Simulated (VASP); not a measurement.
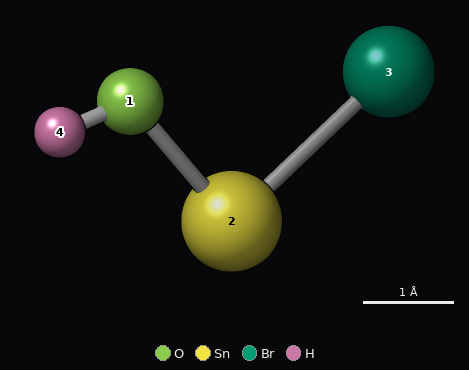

The starting structure (ball-and-stick view of the molecule without its box, seen at a tilt; atoms are numbered from 1 in the order of the input).

## Geometry relaxation of SnHBrO (part 1 of 4)

SnHBrO (4 atoms in the cell), computed with Kohn-Sham DFT of a periodic cell, PBE, VASP PAW PBE potentials, recommended, no spin polarisation (VASP 6.6.1).

It belongs to a series of runs on one base structure; here: atoms moved at random by about 0.02 A.

OSZICAR:
```
N       E                     dE             d eps       ncg     rms          rms(c)
DAV:   1     0.238135746704E+03    0.23814E+03   -0.93033E+03    44   0.968E+02
DAV:   2     0.451576901751E+02   -0.19298E+03   -0.19039E+03    70   0.212E+02
DAV:   3    -0.151701150200E+02   -0.60328E+02   -0.60282E+02    46   0.106E+02
DAV:   4    -0.195101403364E+02   -0.43400E+01   -0.43310E+01    38   0.346E+01
DAV:   5    -0.196078132438E+02   -0.97673E-01   -0.97491E-01    40   0.689E+00    0.959E+00
RMM:   6    -0.167010618545E+02    0.29068E+01   -0.99308E+00    41   0.174E+01    0.374E+00
RMM:   7    -0.166839918775E+02    0.17070E-01   -0.16436E+00    44   0.716E+00    0.260E+00
RMM:   8    -0.166176403468E+02    0.66352E-01   -0.31319E-01    42   0.402E+00    0.819E-01
RMM:   9    -0.165891446469E+02    0.28496E-01   -0.87577E-02    44   0.176E+00    0.273E-01
RMM:  10    -0.165931864924E+02   -0.40418E-02   -0.18564E-02    48   0.840E-01    0.187E-01
RMM:  11    -0.165975283464E+02   -0.43419E-02   -0.47171E-03    41   0.475E-01    0.815E-02
RMM:  12    -0.166005110327E+02   -0.29827E-02   -0.20806E-03    44   0.288E-01    0.585E-02
RMM:  13    -0.166063741889E+02   -0.58632E-02   -0.26505E-03    39   0.207E-01    0.388E-02
RMM:  14    -0.166080693326E+02   -0.16951E-02   -0.77621E-04    40   0.124E-01    0.264E-02
RMM:  15    -0.166106770140E+02   -0.26077E-02   -0.10788E-03    45   0.114E-01    0.209E-02
RMM:  16    -0.166111972463E+02   -0.52023E-03   -0.13085E-04    46   0.495E-02    0.119E-02
RMM:  17    -0.166116874507E+02   -0.49020E-03   -0.55575E-05    35   0.367E-02    0.801E-03
RMM:  18    -0.166120277621E+02   -0.34031E-03   -0.55183E-05    32   0.268E-02    0.329E-03
RMM:  19    -0.166121100977E+02   -0.82336E-04   -0.18401E-05    37   0.193E-02    0.329E-03
RMM:  20    -0.166121664422E+02   -0.56344E-04   -0.10722E-05    39   0.165E-02    0.204E-03
RMM:  21    -0.166121749225E+02   -0.84803E-05   -0.15055E-06    25   0.700E-03    0.155E-03
RMM:  22    -0.166121799547E+02   -0.50322E-05   -0.68606E-07    22   0.557E-03    0.562E-04
RMM:  23    -0.166121828086E+02   -0.28539E-05   -0.69747E-07    22   0.572E-03    0.279E-04
RMM:  24    -0.166121838927E+02   -0.10841E-05   -0.93203E-07    19   0.620E-03    0.306E-04
RMM:  25    -0.166121843553E+02   -0.46257E-06   -0.17661E-06    22   0.799E-03
   1 F= -.16612184E+02 E0= -.16612184E+02  d E =-.166122E+02
       N       E                     dE             d eps       ncg     rms          rms(c)
DAV:   1    -0.164858432014E+02    0.12634E+00   -0.20223E+01    38   0.383E+01    0.153E+00
RMM:   2    -0.165241374856E+02   -0.38294E-01   -0.78891E-01    39   0.719E+00    0.537E-01
RMM:   3    -0.165329498504E+02   -0.88124E-02   -0.12184E-01    47   0.334E+00    0.358E-01
RMM:   4    -0.165334058488E+02   -0.45600E-03   -0.23925E-02    47   0.127E+00    0.233E-01
RMM:   5    -0.165336284773E+02   -0.22263E-03   -0.49218E-03    46   0.570E-01    0.489E-02
RMM:   6    -0.165337815086E+02   -0.15303E-03   -0.79113E-04    54   0.237E-01    0.259E-02
RMM:   7    -0.165338952159E+02   -0.11371E-03   -0.13514E-04    45   0.911E-02    0.108E-02
RMM:   8    -0.165339777546E+02   -0.82539E-04   -0.38338E-05    42   0.455E-02    0.579E-03
RMM:   9    -0.165340508536E+02   -0.73099E-04   -0.20178E-05    35   0.270E-02    0.417E-03
RMM:  10    -0.165341636218E+02   -0.11277E-03   -0.37450E-05    34   0.208E-02    0.491E-03
RMM:  11    -0.165341682053E+02   -0.45835E-05   -0.40199E-06    34   0.945E-03    0.372E-03
RMM:  12    -0.165341886240E+02   -0.20419E-04   -0.17275E-06    27   0.763E-03    0.182E-03
RMM:  13    -0.165342110018E+02   -0.22378E-04   -0.38115E-06    28   0.763E-03    0.189E-03
RMM:  14    -0.165342144050E+02   -0.34032E-05   -0.81110E-07    25   0.531E-03    0.127E-03
RMM:  15    -0.165342178404E+02   -0.34354E-05   -0.56058E-07    19   0.427E-03    0.522E-04
RMM:  16    -0.165342219815E+02   -0.41411E-05   -0.10259E-06    19   0.496E-03    0.436E-04
RMM:  17    -0.165342233895E+02   -0.14080E-05   -0.14914E-06    17   0.604E-03    0.376E-04
RMM:  18    -0.165342244597E+02   -0.10702E-05   -0.27083E-06    17   0.799E-03    0.328E-04
RMM:  19    -0.165342249547E+02   -0.49495E-06   -0.51396E-06    18   0.109E-02
   2 F= -.16534225E+02 E0= -.16534225E+02  d E =0.779594E-01
       N       E                     dE             d eps       ncg     rms          rms(c)
DAV:   1    -0.166038604590E+02   -0.69636E-01   -0.10417E+01    38   0.264E+01    0.968E-01
RMM:   2    -0.166245383597E+02   -0.20678E-01   -0.34356E-01    39   0.501E+00    0.389E-01
RMM:   3    -0.166284544079E+02   -0.39160E-02   -0.62243E-02    48   0.240E+00    0.226E-01
RMM:   4    -0.166290755755E+02   -0.62117E-03   -0.13098E-02    49   0.932E-01    0.153E-01
RMM:   5    -0.166291574147E+02   -0.81839E-04   -0.20718E-03    49   0.366E-01    0.555E-02
RMM:   6    -0.166291978145E+02   -0.40400E-04   -0.45523E-04    45   0.169E-01    0.221E-02
RMM:   7    -0.166292186188E+02   -0.20804E-04   -0.73497E-05    44   0.751E-02    0.132E-02
RMM:   8    -0.166292928027E+02   -0.74184E-04   -0.46186E-05    39   0.425E-02    0.103E-02
RMM:   9    -0.166293105909E+02   -0.17788E-04   -0.70150E-06    39   0.192E-02    0.426E-03
RMM:  10    -0.166293977533E+02   -0.87162E-04   -0.20533E-05    33   0.200E-02    0.528E-03
RMM:  11    -0.166293979250E+02   -0.17178E-06   -0.23668E-06    32   0.934E-03
   3 F= -.16629398E+02 E0= -.16629398E+02  d E =-.172136E-01
       N       E                     dE             d eps       ncg     rms          rms(c)
DAV:   1    -0.166105212326E+02    0.18877E-01   -0.67264E+00    38   0.209E+01    0.628E-01
RMM:   2    -0.166272050914E+02   -0.16684E-01   -0.19614E-01    38   0.400E+00    0.251E-01
RMM:   3    -0.166306126893E+02   -0.34076E-02   -0.47099E-02    44   0.203E+00    0.158E-01
RMM:   4    -0.166310752783E+02   -0.46259E-03   -0.93097E-03    51   0.790E-01    0.148E-01
RMM:   5    -0.166310391280E+02    0.36150E-04   -0.11565E-03    48   0.306E-01    0.501E-02
RMM:   6    -0.166310368889E+02    0.22392E-05   -0.54195E-04    45   0.175E-01    0.435E-02
RMM:   7    -0.166310934136E+02   -0.56525E-04   -0.11530E-04    51   0.751E-02    0.147E-02
RMM:   8    -0.166312356306E+02   -0.14222E-03   -0.48426E-05    37   0.453E-02    0.319E-02
RMM:   9    -0.166313450834E+02   -0.10945E-03   -0.25516E-05    34   0.283E-02    0.182E-02
RMM:  10    -0.166314058625E+02   -0.60779E-04   -0.15110E-05    34   0.228E-02    0.639E-03
RMM:  11    -0.166314939470E+02   -0.88085E-04   -0.22635E-05    38   0.170E-02    0.449E-03
RMM:  12    -0.166315186424E+02   -0.24695E-04   -0.49566E-06    34   0.944E-03    0.391E-03
RMM:  13    -0.166315439890E+02   -0.25347E-04   -0.45801E-06    33   0.925E-03    0.206E-03
RMM:  14    -0.166315504998E+02   -0.65108E-05   -0.97341E-07    24   0.561E-03    0.124E-03
RMM:  15    -0.166315567995E+02   -0.62997E-05   -0.77837E-07    20   0.461E-03    0.220E-03
RMM:  16    -0.166315594813E+02   -0.26818E-05   -0.49460E-07    19   0.437E-03    0.177E-03
RMM:  17    -0.166315612886E+02   -0.18073E-05   -0.44445E-07    17   0.336E-03    0.263E-04
RMM:  18    -0.166315619153E+02   -0.62669E-06   -0.27212E-07    15   0.306E-03
   4 F= -.16631562E+02 E0= -.16631562E+02  d E =-.216399E-02
       N       E                     dE             d eps       ncg     rms          rms(c)
DAV:   1    -0.166317282643E+02   -0.16698E-03   -0.14218E+00    38   0.951E+00    0.299E-01
RMM:   2    -0.166350833932E+02   -0.33551E-02   -0.38814E-02    39   0.186E+00    0.112E-01
RMM:   3    -0.166359069168E+02   -0.82352E-03   -0.10490E-02    45   0.939E-01    0.709E-02
RMM:   4    -0.166359846884E+02   -0.77772E-04   -0.19304E-03    48   0.370E-01    0.656E-02
RMM:   5    -0.166359480033E+02    0.36685E-04   -0.25476E-04    45   0.144E-01    0.219E-02
RMM:   6    -0.166359316718E+02    0.16332E-04   -0.15537E-04    44   0.914E-02    0.218E-02
RMM:   7    -0.166359457164E+02   -0.14045E-04   -0.33640E-05    44   0.425E-02    0.106E-02
RMM:   8    -0.166359573586E+02   -0.11642E-04   -0.47487E-06    37   0.166E-02    0.626E-03
RMM:   9    -0.166360136600E+02   -0.56301E-04   -0.16180E-05    34   0.209E-02    0.835E-03
RMM:  10    -0.166360321872E+02   -0.18527E-04   -0.34104E-06    32   0.111E-02    0.560E-03
RMM:  11    -0.166360682293E+02   -0.36042E-04   -0.84234E-06    36   0.124E-02    0.468E-03
RMM:  12    -0.166360762127E+02   -0.79834E-05   -0.11539E-06    24   0.609E-03    0.176E-03
RMM:  13    -0.166360891657E+02   -0.12953E-04   -0.11219E-06    28   0.527E-03    0.111E-03
RMM:  14    -0.166360983363E+02   -0.91706E-05   -0.84302E-07    21   0.479E-03    0.505E-04
RMM:  15    -0.166361026711E+02   -0.43348E-05   -0.85799E-07    16   0.483E-03    0.412E-04
RMM:  16    -0.166361047982E+02   -0.21271E-05   -0.13006E-06    16   0.585E-03    0.448E-04
RMM:  17    -0.166361062686E+02   -0.14704E-05   -0.18301E-06    22   0.823E-03    0.299E-04
RMM:  18    -0.166361063257E+02   -0.57120E-07   -0.92795E-07    18   0.647E-03
   5 F= -.16636106E+02 E0= -.16636106E+02  d E =-.670840E-02
       N       E                     dE             d eps       ncg     rms          rms(c)
DAV:   1    -0.166362489661E+02   -0.14270E-03   -0.36644E-02    36   0.145E+00    0.625E-02
RMM:   2    -0.166363356965E+02   -0.86730E-04   -0.10808E-03    42   0.289E-01    0.188E-02
RMM:   3    -0.166363516496E+02   -0.15953E-04   -0.20687E-04    48   0.141E-01    0.141E-02
RMM:   4    -0.166363529895E+02   -0.13399E-05   -0.34491E-05    47   0.522E-02    0.114E-02
RMM:   5    -0.166363523690E+02    0.62049E-06   -0.57357E-06    31   0.220E-02
   6 F= -.16636352E+02 E0= -.16636352E+02  d E =-.246043E-03
       N       E                     dE             d eps       ncg     rms          rms(c)
DAV:   1    -0.166363094687E+02    0.43521E-04   -0.41697E-02    36   0.155E+00    0.668E-02
RMM:   2    -0.166364059269E+02   -0.96458E-04   -0.12252E-03    41   0.308E-01    0.199E-02
RMM:   3    -0.166364236532E+02   -0.17726E-04   -0.23632E-04    49   0.152E-01    0.145E-02
RMM:   4    -0.166364249121E+02   -0.12590E-05   -0.39695E-05    47   0.559E-02    0.119E-02
RMM:   5    -0.166364242964E+02    0.61573E-06   -0.65737E-06    33   0.237E-02
   7 F= -.16636424E+02 E0= -.16636424E+02  d E =-.317971E-03
       N       E                     dE             d eps       ncg     rms          rms(c)
DAV:   1    -0.166364971934E+02   -0.72281E-04   -0.16987E-03    38   0.291E-01    0.168E-02
RMM:   2    -0.166365008008E+02   -0.36074E-05   -0.47410E-05    42   0.601E-02    0.478E-03
RMM:   3    -0.166365024684E+02   -0.16675E-05   -0.12956E-05    44   0.320E-02    0.409E-03
RMM:   4    -0.166365028450E+02   -0.37666E-06   -0.15990E-06    24   0.119E-02
   8 F= -.16636503E+02 E0= -.16636503E+02  d E =-.785486E-04
       N       E                     dE             d eps       ncg     rms          rms(c)
DAV:   1    -0.166366412945E+02   -0.13883E-03   -0.15917E-02    36   0.885E-01    0.506E-02
RMM:   2    -0.166366754460E+02   -0.34151E-04   -0.43536E-04    41   0.181E-01    0.146E-02
RMM:   3    -0.166366853887E+02   -0.99427E-05   -0.11450E-04    50   0.941E-02    0.126E-02
RMM:   4    -0.166366852843E+02    0.10436E-06   -0.12215E-05    45   0.312E-02    0.120E-02
RMM:   5    -0.166366850239E+02    0.26042E-06   -0.22677E-06    28   0.136E-02
   9 F= -.16636685E+02 E0= -.16636685E+02  d E =-.260728E-03
       N       E                     dE             d eps       ncg     rms          rms(c)
DAV:   1    -0.166366527079E+02    0.32576E-04   -0.63270E-02    38   0.177E+00    0.104E-01
RMM:   2    -0.166367920022E+02   -0.13929E-03   -0.17367E-03    41   0.363E-01    0.300E-02
RMM:   3    -0.166368318393E+02   -0.39837E-04   -0.45840E-04    50   0.188E-01    0.236E-02
RMM:   4    -0.166368318194E+02    0.19914E-07   -0.49376E-05    50   0.619E-02    0.227E-02
RMM:   5    -0.166368304977E+02    0.13217E-05   -0.77986E-06    36   0.241E-02    0.114E-02
RMM:   6    -0.166368307971E+02   -0.29932E-06   -0.10402E-05    34   0.200E-02    0.697E-03
RMM:   7    -0.166368319535E+02   -0.11565E-05   -0.13357E-06    22   0.104E-02    0.315E-03
RMM:   8    -0.166368369670E+02   -0.50134E-05   -0.32109E-06    32   0.102E-02    0.509E-03
RMM:   9    -0.166368374660E+02   -0.49902E-06   -0.59553E-07    21   0.629E-03
  10 F= -.16636837E+02 E0= -.16636837E+02  d E =-.413170E-03
       N       E                     dE             d eps       ncg     rms          rms(c)
DAV:   1    -0.166369311138E+02   -0.94147E-04   -0.43530E-03    36   0.515E-01    0.154E-02
RMM:   2    -0.166369416898E+02   -0.10576E-04   -0.10909E-04    42   0.106E-01    0.681E-03
RMM:   3    -0.166369460139E+02   -0.43241E-05   -0.32057E-05    44   0.557E-02    0.480E-03
RMM:   4    -0.166369472347E+02   -0.12208E-05   -0.55857E-06    38   0.217E-02    0.467E-03
RMM:   5    -0.166369488053E+02   -0.15706E-05   -0.13756E-06    22   0.110E-02    0.202E-03
RMM:   6    -0.166369495377E+02   -0.73245E-06   -0.66168E-07    21   0.798E-03
  11 F= -.16636950E+02 E0= -.16636950E+02  d E =-.112072E-03
       N       E                     dE             d eps       ncg     rms          rms(c)
DAV:   1    -0.166370813530E+02   -0.13255E-03   -0.39366E-02    38   0.155E+00    0.474E-02
RMM:   2    -0.166371674065E+02   -0.86054E-04   -0.10019E-03    42   0.317E-01    0.200E-02
RMM:   3    -0.166371936921E+02   -0.26286E-04   -0.29510E-04    44   0.168E-01    0.140E-02
RMM:   4    -0.166371970826E+02   -0.33905E-05   -0.50911E-05    48   0.640E-02    0.138E-02
RMM:   5    -0.166371960255E+02    0.10571E-05   -0.10345E-05    41   0.287E-02    0.550E-03
RMM:   6    -0.166371960086E+02    0.16898E-07   -0.43957E-06    37   0.165E-02
  12 F= -.16637196E+02 E0= -.16637196E+02  d E =-.358543E-03
       N       E                     dE             d eps       ncg     rms          rms(c)
DAV:   1    -0.166369365376E+02    0.25949E-03   -0.15746E-01    38   0.310E+00    0.960E-02
RMM:   2    -0.166372885551E+02   -0.35202E-03   -0.40909E-03    41   0.636E-01    0.403E-02
RMM:   3    -0.166373859320E+02   -0.97377E-04   -0.11979E-03    45   0.335E-01    0.283E-02
RMM:   4    -0.166373958252E+02   -0.98932E-05   -0.18366E-04    50   0.123E-01    0.268E-02
RMM:   5    -0.166373928147E+02    0.30105E-05   -0.36338E-05    43   0.541E-02    0.803E-03
RMM:   6    -0.166373936743E+02   -0.85961E-06   -0.16036E-05    38   0.309E-02    0.887E-03
RMM:   7    -0.166373953452E+02   -0.16709E-05   -0.34275E-06    32   0.165E-02    0.283E-03
RMM:   8    -0.166374005989E+02   -0.52538E-05   -0.37230E-06    35   0.128E-02    0.529E-03
RMM:   9    -0.166374012828E+02   -0.68384E-06   -0.10184E-06    21   0.830E-03
  13 F= -.16637401E+02 E0= -.16637401E+02  d E =-.563817E-03
       N       E                     dE             d eps       ncg     rms          rms(c)
DAV:   1    -0.166374254893E+02   -0.24890E-04   -0.28359E-02    38   0.134E+00    0.402E-02
RMM:   2    -0.166374803950E+02   -0.54906E-04   -0.74982E-04    41   0.262E-01    0.165E-02
RMM:   3    -0.166374982684E+02   -0.17873E-04   -0.21681E-04    49   0.140E-01    0.115E-02
RMM:   4    -0.166375002351E+02   -0.19668E-05   -0.25557E-05    48   0.465E-02    0.105E-02
RMM:   5    -0.166375013538E+02   -0.11186E-05   -0.66531E-06    36   0.218E-02    0.321E-03
RMM:   6    -0.166375024345E+02   -0.10807E-05   -0.19289E-06    23   0.121E-02    0.248E-03
RMM:   7    -0.166375029865E+02   -0.55198E-06   -0.55865E-07    22   0.739E-03
  14 F= -.16637503E+02 E0= -.16637503E+02  d E =-.101704E-03
       N       E                     dE             d eps       ncg     rms          rms(c)
DAV:   1    -0.166375064213E+02   -0.39869E-05   -0.87068E-04    36   0.235E-01    0.630E-03
RMM:   2    -0.166375085927E+02   -0.21713E-05   -0.23882E-05    42   0.473E-02    0.276E-03
RMM:   3    -0.166375095731E+02   -0.98039E-06   -0.69720E-06    34   0.253E-02
  15 F= -.16637510E+02 E0= -.16637510E+02  d E =-.108290E-03
       N       E                     dE             d eps       ncg     rms          rms(c)
DAV:   1    -0.166375347153E+02   -0.26123E-04   -0.23765E-02    38   0.107E+00    0.322E-02
RMM:   2    -0.166375783806E+02   -0.43665E-04   -0.50950E-04    41   0.232E-01    0.142E-02
RMM:   3    -0.166376030945E+02   -0.24714E-04   -0.25864E-04    46   0.136E-01    0.124E-02
RMM:   4    -0.166376043471E+02   -0.12526E-05   -0.19591E-05    46   0.396E-02    0.113E-02
RMM:   5    -0.166376045556E+02   -0.20850E-06   -0.26842E-06    25   0.150E-02
  16 F= -.16637605E+02 E0= -.16637605E+02  d E =-.949826E-04
       N       E                     dE             d eps       ncg     rms          rms(c)
DAV:   1    -0.166376106543E+02   -0.63072E-05   -0.24728E-03    44   0.344E-01    0.170E-02
RMM:   2    -0.166376145423E+02   -0.38879E-05   -0.51408E-05    40   0.728E-02    0.836E-03
RMM:   3    -0.166376176128E+02   -0.30705E-05   -0.28092E-05    43   0.443E-02    0.240E-03
RMM:   4    -0.166376179118E+02   -0.29898E-06   -0.19992E-06    22   0.137E-02
  17 F= -.16637618E+02 E0= -.16637618E+02  d E =-.108339E-03
       N       E                     dE             d eps       ncg     rms          rms(c)
DAV:   1    -0.166375884963E+02    0.29116E-04   -0.99218E-03    40   0.692E-01    0.209E-02
RMM:   2    -0.166376060003E+02   -0.17504E-04   -0.21264E-04    41   0.147E-01    0.925E-03
RMM:   3    -0.166376162868E+02   -0.10287E-04   -0.10926E-04    47   0.874E-02    0.805E-03
RMM:   4    -0.166376168248E+02   -0.53794E-06   -0.84477E-06    34   0.258E-02
```
